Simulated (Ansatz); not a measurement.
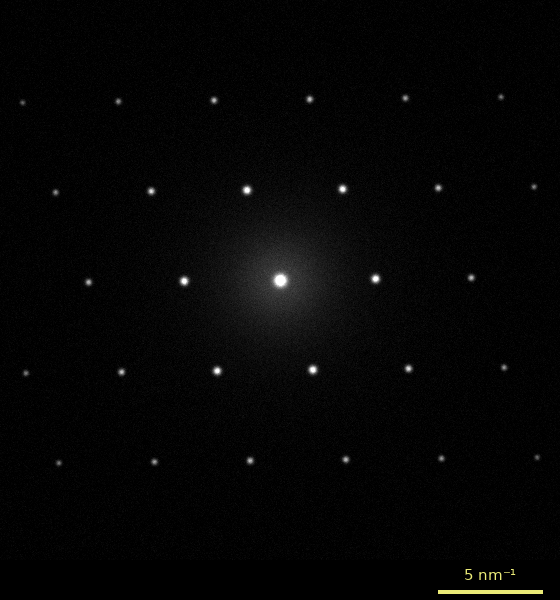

The pattern is a kinematic simulation for 200 kV electrons (no multiple scattering; isotropic B = 0.8 Å²).

Q: What net do the spots form, and what spacings does it show?

A: The spots form a centred rectangular net with both shortest vectors at d = 2.17 Å, 70.5° apart.

Q: What is the point symmetry of the pattern, intensities included?

A: 2mm.

Q: What was simulated?

A: This cannot be fixed from one zone alone; the pattern is [110] of Rh, space group Fm-3m (No. 225), a = 3.76 Å. The net vectors are -1 1 -1 and -1 1 1. Structure: the input geometry of an electronic-structure calculation (not necessarily at equilibrium).
